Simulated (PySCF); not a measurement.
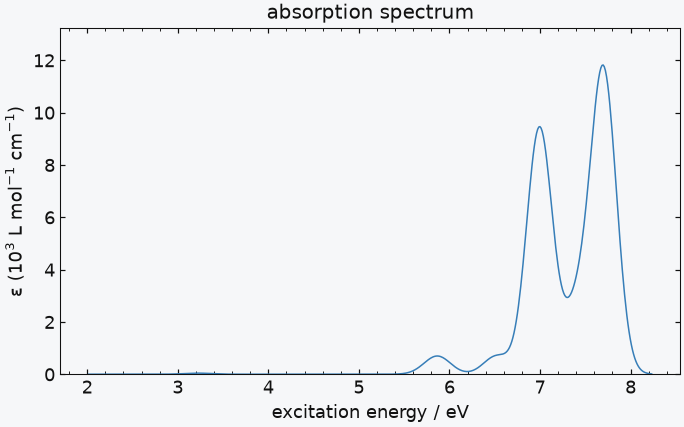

Vertical TDDFT excitations, B3LYP/def2-SVPD, PySCF, at a PBE0-D3(BJ)/def2-SVP geometry (no frequency check), gas phase. The lowest 10 singlet states are shown; each is broadened by a Gaussian of 1/e half-width 0.20 eV.

> Whose absorption spectrum is this?
A. CH₃ClOSi, SMILES O=C[SiH2]Cl
B. C₆H₈O, SMILES C#CC(=C)OCC
C. C₅H₅F, SMILES C#C[C@@H]1C[C@@H]1F
D. C₄H₇N (1-ethenylaziridine), SMILES C=CN1CC1

A. Its lowest singlet lies at 3.22 eV (f = 0.001) and the brightest of those computed is S6 at 6.99 eV (177 nm), f = 0.116, mainly HOMO → LUMO+3 (88 %).

Note: states above the negative HOMO energy depend on the basis; one conformer of a flexible molecule; core orbitals are frozen in the response.
